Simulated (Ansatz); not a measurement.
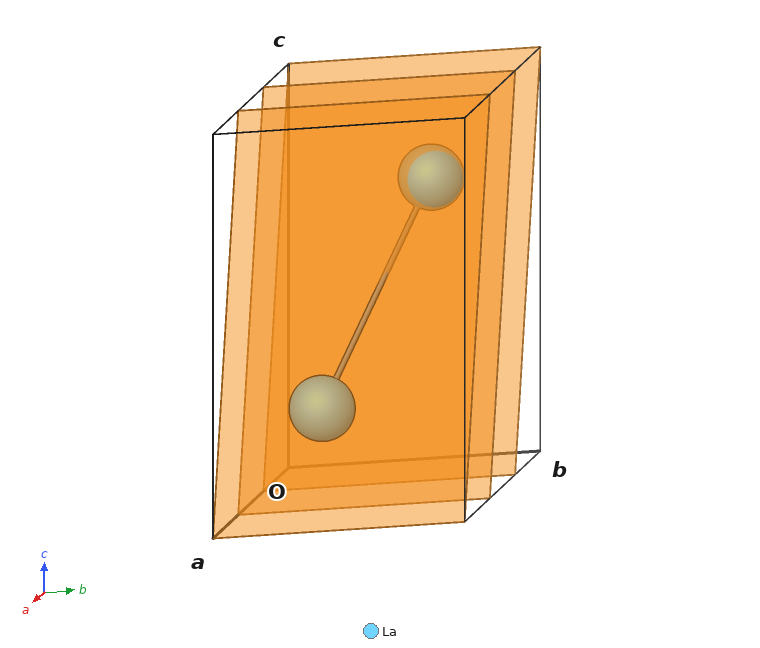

For La, coordinates from a relaxation at fixed volume with Ansatz 0.2.0, DFT PBE, spin-orbit coupling, plane waves, PAW; the starting structure was generated, so it need not be a known form of this composition: every member of one family of equally spaced planes, hx + ky + lz = a whole number, that cuts the unit cell is shaded (one member passes through the origin O, touching the cell only at an edge or corner). The drawing is computed from the coordinates (standard cell, symmetry found to 0.002 Å).

a = 3.756 Å, b = 3.756 Å, c = 6.135 Å, α = 90.00°, β = 90.00°, γ = 120.00°.

Q: Index the planes.

A: (3 0 1), in four indices (3 0 −3 1); the opposite sign names the same planes. The member next to the origin meets the axes a at 1/3, b never, c at 1.

Q: What is the spacing?

A: d = 1.068 Å.

Q: Which atoms of the cell lie in these planes (within 0.03 Å)?

A: No atom.
